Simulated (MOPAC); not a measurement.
# Geometry relaxation, with input and output: GaPH₃Cl₃ (part 2 of 2)

The same run, continued: GaPH₃Cl₃; PM6, closed shell (MOPAC 23.2.5). The atoms were displaced at random from an optimised geometry. The settings are looser than a standard set-up, so the numbers are not reference values.

### Output, continued
```
                  EIGENVALUES
 -29.96432 -25.22741 -25.02928 -25.02879 -20.77184 -18.16952 -18.16925 -13.91987
 -12.71654 -12.71632 -10.75116 -10.75099 -10.52852 -10.45841 -10.31949 -10.31938
  -1.71752  -1.71712   0.07427   2.11501   2.61774   2.61800   3.43979  88.20407
  88.69006  88.69069  88.72555  89.19149  89.21632  89.21661  89.69304  89.69321
  90.08250  90.08287  90.09611  90.37583  90.37626  90.80608 110.49819 110.49859
 112.26104 112.26138 112.29240

              NET ATOMIC CHARGES AND DIPOLE CONTRIBUTIONS

  ATOM NO.   TYPE          CHARGE      No. of ELECS.   s-Pop       p-Pop       d-Pop
    1          P           0.894587        4.1054     1.08180     2.98777     0.03585
    2         Ga          -0.739748        3.7397     1.12506     2.61469
    3         Cl          -0.123116        7.1231     1.99423     5.12562     0.00326
    4         Cl          -0.123003        7.1230     1.99423     5.12551     0.00326
    5         Cl          -0.123101        7.1231     1.99423     5.12560     0.00326
    6          H           0.071419        0.9286     0.92858
    7          H           0.071490        0.9285     0.92851
    8          H           0.071471        0.9285     0.92853
 DIPOLE           X         Y         Z       TOTAL
 POINT-CHG.    -9.009    -1.025     4.189     9.988
 HYBRID         1.031     0.117    -0.479     1.143
 SUM           -7.978    -0.908     3.710     8.845

          ATOMIC ORBITAL ELECTRON POPULATIONS

     Atom    s        px        py        pz      x^2-y^2     xz        z^2       yz        xy
    1  P   1.08180   0.96757   1.01499   1.00522   0.00366   0.00586   0.01043   0.00233   0.01356
    2 Ga   1.12506   0.86788   0.87402   0.87280
    3 Cl   1.99423   1.61942   1.54177   1.96444   0.00069   0.00029   0.00051   0.00040   0.00137
    4 Cl   1.99423   1.96428   1.93094   1.23028   0.00007   0.00076   0.00158   0.00074   0.00011
    5 Cl   1.99423   1.64779   1.58168   1.89613   0.00061   0.00042   0.00053   0.00047   0.00123
    6  H   0.92858
    7  H   0.92851
    8  H   0.92853

           MULLIKEN POPULATION ANALYSIS

        MULLIKEN POPULATIONS AND CHARGES

      NO.  ATOM   POPULATION      CHARGE
        1    P     3.158154      1.841846
        2   Ga     4.605305     -1.605305
        3   Cl     7.005080     -0.005080
        4   Cl     7.004951     -0.004951
        5   Cl     7.005065     -0.005065
        6    H     1.073892     -0.073892
        7    H     1.073767     -0.073767
        8    H     1.073786     -0.073786

          Chemical-Potential Equalization

          Energy                    =                  NaN   kcal/mol
          Pot(1)                    =                  NaN   eV
          Dipole correction(1)      =                  NaN   au

 *                    *
 * JOB ENDED NORMALLY *
 *                    *

 TOTAL JOB TIME:             0.35 SECONDS

 == MOPAC DONE ==
```

### Trajectory as extended XYZ (Å, eV, eV/Å), 13 of the 59 frames kept, from step=0 to step=58
```
8
Properties=species:S:1:pos:R:3:forces:R:3 step=0 energy=-8.65187
P    -1.0292   -0.1186    0.4759    8.0085   0.8335  -4.2890
Ga    1.2230    0.1330   -0.5748   -7.9118  -0.9295   3.4337
Cl    2.0420   -1.8052   -0.1323    0.2523   0.0538  -0.1595
Cl    0.6592    0.5438   -2.6200    0.3074  -0.0403   0.1294
Cl    1.9687    1.7798    0.5737    0.3265   0.1384  -0.0674
H    -1.8836    0.9864    0.4323   -0.7626   1.5651  -0.2801
H    -1.0716   -0.4317    1.8241    0.4056  -0.4482   2.1178
H    -1.8566   -1.1291   -0.0374   -0.6259  -1.1728  -0.8849
8
Properties=species:S:1:pos:R:3:forces:R:3 step=5 energy=-17.45978
P    -0.6250   -0.0780    0.2705    1.2491   0.2064  -0.6567
Ga    0.7287    0.0704   -0.2995   -5.2587  -0.5325   1.7673
Cl    2.1191   -1.7277   -0.2255   -0.4324   0.7154  -0.0261
Cl    0.7626    0.5367   -2.5416    0.0897  -0.1811   0.7748
Cl    2.0561    1.7492    0.4463   -0.3744  -0.6233  -0.2381
H    -1.7945    1.0162    0.3104    1.9121  -0.9038  -0.3397
H    -0.9713   -0.4179    1.7683    0.9252   0.3168  -1.3732
H    -1.7651   -1.1135   -0.1684    1.8894   1.0021   0.0917
8
Properties=species:S:1:pos:R:3:forces:R:3 step=10 energy=-18.37048
P    -0.6136   -0.0792    0.2747   -0.1088   0.0897  -0.1986
Ga    0.6154    0.0585   -0.2554   -0.1069   0.0201  -0.1740
Cl    2.1279   -1.6091   -0.2580   -0.1397   0.0551   0.0604
Cl    0.8246    0.5229   -2.4667   -0.0925  -0.0624   0.2071
Cl    2.0702    1.6542    0.3717   -0.1361  -0.0753   0.0705
H    -1.6547    1.0250    0.2344    0.2326   0.0627   0.0083
H    -0.8788   -0.4052    1.7239    0.1233  -0.0195   0.0250
H    -1.6210   -1.0873   -0.2469    0.2281  -0.0704   0.0013
8
Properties=species:S:1:pos:R:3:forces:R:3 step=14 energy=-18.39317
P    -0.6078   -0.0709    0.2663    0.0216  -0.0486  -0.0241
Ga    0.6136    0.0648   -0.2776    0.0543   0.0097   0.0180
Cl    2.1260   -1.5962   -0.2441   -0.0567  -0.0464   0.0178
Cl    0.8028    0.5097   -2.4756   -0.0284   0.0041  -0.0112
Cl    2.0665    1.6376    0.4026   -0.0613   0.0297   0.0363
H    -1.6041    1.0679    0.2522   -0.0076  -0.0481  -0.0265
H    -0.8361   -0.4078    1.7219    0.0760   0.0192  -0.0180
H    -1.5692   -1.1253   -0.2443    0.0022   0.0805   0.0079
8
Properties=species:S:1:pos:R:3:forces:R:3 step=19 energy=-18.39878
P    -0.5900   -0.0697    0.2596   -0.0018  -0.0004   0.0017
Ga    0.6311    0.0675   -0.2845   -0.0100  -0.0069  -0.0034
Cl    2.1116   -1.6208   -0.2376   -0.0015  -0.0152  -0.0020
Cl    0.7824    0.5079   -2.4864    0.0329   0.0129  -0.0159
Cl    2.0504    1.6566    0.4261   -0.0144   0.0058  -0.0039
H    -1.5932    1.0601    0.2367   -0.0146   0.0171   0.0090
H    -0.7981   -0.3970    1.7191    0.0186   0.0035   0.0113
H    -1.5602   -1.1132   -0.2447   -0.0092  -0.0169   0.0032
8
Properties=species:S:1:pos:R:3:forces:R:3 step=24 energy=-18.40012
P    -0.5858   -0.0713    0.2691   -0.0133  -0.0005  -0.0117
Ga    0.6282    0.0627   -0.2921   -0.0076   0.0129  -0.0044
Cl    2.0996   -1.6371   -0.2401   -0.0125   0.0239  -0.0056
Cl    0.8075    0.5203   -2.4879    0.0019  -0.0175   0.0220
Cl    2.0312    1.6687    0.4179    0.0146  -0.0048   0.0086
H    -1.5908    1.0589    0.2603    0.0069  -0.0183  -0.0076
H    -0.7620   -0.3849    1.7370    0.0203   0.0005  -0.0035
H    -1.5624   -1.1239   -0.2034   -0.0102   0.0038   0.0022
8
Properties=species:S:1:pos:R:3:forces:R:3 step=29 energy=-18.40047
P    -0.5872   -0.0716    0.2698   -0.0004   0.0059   0.0015
Ga    0.6254    0.0657   -0.2932    0.0027  -0.0026  -0.0025
Cl    2.0983   -1.6315   -0.2458    0.0049  -0.0016   0.0034
Cl    0.8120    0.5130   -2.4882   -0.0013   0.0024  -0.0046
Cl    2.0326    1.6669    0.4228   -0.0035  -0.0099  -0.0001
H    -1.5942    1.0556    0.2608   -0.0101  -0.0026   0.0036
H    -0.7509   -0.3823    1.7400    0.0001   0.0022  -0.0031
H    -1.5658   -1.1260   -0.1951    0.0077   0.0062   0.0018
8
Properties=species:S:1:pos:R:3:forces:R:3 step=34 energy=-18.40051
P    -0.5876   -0.0708    0.2690    0.0018  -0.0013   0.0000
Ga    0.6250    0.0659   -0.2941   -0.0007   0.0016  -0.0002
Cl    2.1002   -1.6292   -0.2432   -0.0009  -0.0036  -0.0006
Cl    0.8096    0.5133   -2.4894    0.0013   0.0012  -0.0026
Cl    2.0344    1.6632    0.4237    0.0027   0.0036   0.0010
H    -1.5975    1.0536    0.2616   -0.0036   0.0042  -0.0014
H    -0.7509   -0.3816    1.7390    0.0005  -0.0014   0.0034
H    -1.5650   -1.1254   -0.1964   -0.0010  -0.0044   0.0004
8
Properties=species:S:1:pos:R:3:forces:R:3 step=39 energy=-18.40052
P    -0.5874   -0.0712    0.2693    0.0007   0.0008   0.0008
Ga    0.6247    0.0659   -0.2948    0.0004   0.0006  -0.0005
Cl    2.0992   -1.6302   -0.2428   -0.0017  -0.0004  -0.0017
Cl    0.8108    0.5145   -2.4897    0.0001  -0.0008   0.0006
Cl    2.0339    1.6638    0.4234    0.0002   0.0000   0.0001
H    -1.5982    1.0526    0.2614   -0.0011  -0.0006   0.0001
H    -0.7475   -0.3804    1.7402   -0.0014   0.0006   0.0003
H    -1.5647   -1.1276   -0.1927    0.0028  -0.0003   0.0003
8
Properties=species:S:1:pos:R:3:forces:R:3 step=44 energy=-18.40051
P    -0.5872   -0.0712    0.2696    0.0000   0.0028   0.0010
Ga    0.6246    0.0659   -0.2952    0.0010   0.0026   0.0020
Cl    2.0989   -1.6302   -0.2430   -0.0002  -0.0019  -0.0018
Cl    0.8114    0.5143   -2.4899   -0.0003  -0.0005   0.0000
Cl    2.0334    1.6639    0.4237    0.0006   0.0000  -0.0005
H    -1.5981    1.0524    0.2632   -0.0020   0.0016  -0.0034
H    -0.7466   -0.3794    1.7407   -0.0001  -0.0035   0.0016
H    -1.5646   -1.1277   -0.1920    0.0010  -0.0012   0.0012
8
Properties=species:S:1:pos:R:3:forces:R:3 step=48 energy=-18.40052
P    -0.5871   -0.0717    0.2695    0.0016   0.0025   0.0010
Ga    0.6247    0.0668   -0.2949    0.0011   0.0010   0.0011
Cl    2.0977   -1.6307   -0.2429    0.0013  -0.0014  -0.0017
Cl    0.8114    0.5151   -2.4897   -0.0004  -0.0005   0.0006
Cl    2.0346    1.6638    0.4234   -0.0006  -0.0002  -0.0003
H    -1.6019    1.0483    0.2592   -0.0026   0.0038  -0.0037
H    -0.7470   -0.3760    1.7414    0.0004  -0.0040   0.0014
H    -1.5604   -1.1328   -0.1902   -0.0007  -0.0011   0.0016
8
Properties=species:S:1:pos:R:3:forces:R:3 step=53 energy=-18.40053
P    -0.5872   -0.0715    0.2695    0.0003   0.0006   0.0003
Ga    0.6248    0.0668   -0.2946    0.0002   0.0000   0.0006
Cl    2.0977   -1.6309   -0.2436    0.0005  -0.0002  -0.0006
Cl    0.8113    0.5149   -2.4895   -0.0005   0.0000   0.0002
Cl    2.0345    1.6640    0.4235   -0.0002  -0.0004  -0.0002
H    -1.6021    1.0485    0.2570   -0.0002   0.0004  -0.0008
H    -0.7477   -0.3755    1.7414   -0.0001  -0.0002   0.0000
H    -1.5601   -1.1333   -0.1895    0.0001  -0.0001   0.0004
8
Properties=species:S:1:pos:R:3:forces:R:3 step=58 energy=-18.40053
P    -0.5873   -0.0714    0.2694    0.0000   0.0000   0.0002
Ga    0.6249    0.0667   -0.2944    0.0000   0.0000  -0.0002
Cl    2.0980   -1.6308   -0.2440    0.0000   0.0000  -0.0001
Cl    0.8111    0.5149   -2.4893   -0.0002   0.0001   0.0000
Cl    2.0346    1.6638    0.4238    0.0001   0.0000  -0.0001
H    -1.6025    1.0483    0.2546    0.0000  -0.0001   0.0000
H    -0.7485   -0.3735    1.7417    0.0001   0.0000   0.0001
H    -1.5595   -1.1342   -0.1885    0.0001   0.0000   0.0001
```

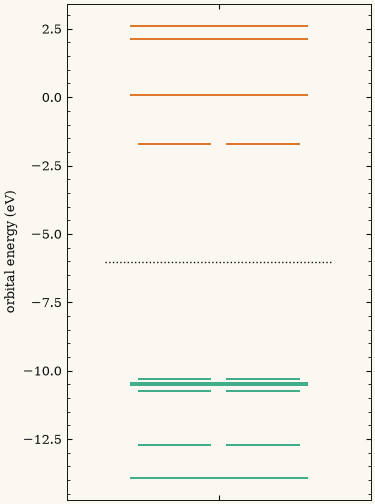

Orbital energies near the frontier; the dotted line parts filled from empty levels, and levels within 0.02 eV of each other stand side by side. Highest filled −10.32 eV, lowest empty −1.72 eV, 8.60 eV apart.

The run was set up as follows.

### The input (run.mop)
```
PM6 CYCLES=300 MULLIK DISP GNORM=0.01 SINGLET EF GRADIENTS AUX(PRECISION=6) T=10M THREADS=1
Cl3GaH3P, PM6

P     -1.029159 1    -0.118563 1     0.475859 1
Ga     1.222978 1     0.132964 1    -0.574777 1
Cl     2.041963 1    -1.805182 1    -0.132325 1
Cl     0.659169 1     0.543843 1    -2.619951 1
Cl     1.968705 1     1.779760 1     0.573665 1
H     -1.883570 1     0.986398 1     0.432306 1
H     -1.071634 1    -0.431749 1     1.824139 1
H     -1.856619 1    -1.129123 1    -0.037447 1
```

Launch command:
```bash
mopac run.mop
```

### Summary

- outcome: converged
- total energy: −37.645512 hartree
- dispersion energy: 0.000000 hartree
- heat of formation: −424.33 kcal/mol
- basis functions: 43
- largest force: 0.000 eV/Å
- HOMO: −10.32 eV
- LUMO: −1.72 eV
- dipole moment: 8.85 D
- hardware: 1 thread of Arm Neoverse V1, 24 GiB of memory available, shared host
- peak memory: 0.089 GiB

These settings are looser than, or depart from, a standard set-up, so the numbers are not reference values for this system. The record of the run, not the program, notes: atoms overlap at the end. MOPAC's energies along a path are heats of formation.
